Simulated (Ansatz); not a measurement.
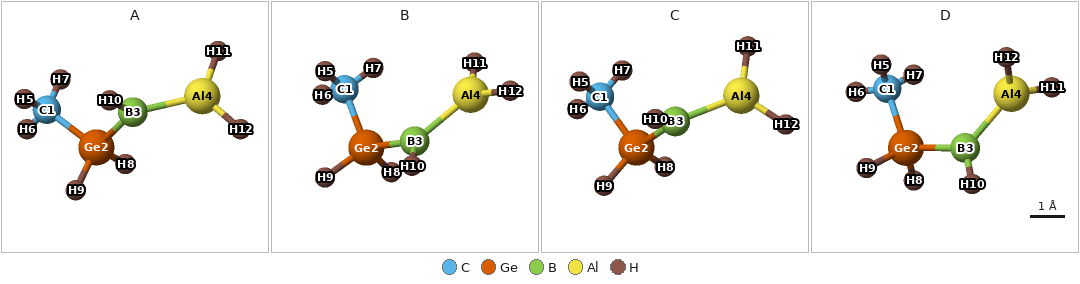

4 geometries from a converged minimum-energy path of CH8AlBGe, shuffled. The picture is a ball-and-stick view, seen at a tilt.

The calculation used RKS PBE0/def2-SVP (Ansatz). Set-up: 5 movable images; climbing image; force threshold 0.05 eV/Å; iteration limit 60; starting path through a guess of the saddle point.

Question: Which frame is the top of the path?

Answer: B. In order along the path, whose images run from 0 to 6: D (image 0, 0.00 kcal/mol), B (image 2, +4.82 kcal/mol), C (image 4, +0.37 kcal/mol), A (image 5, +0.10 kcal/mol). No bond forms or breaks between the ends. Among the angles between lasting bonds that change up to the highest image: Ge2–B3–H10 112.8° → 118.4°, B3–Ge2–H9 110.4° → 115.5°.
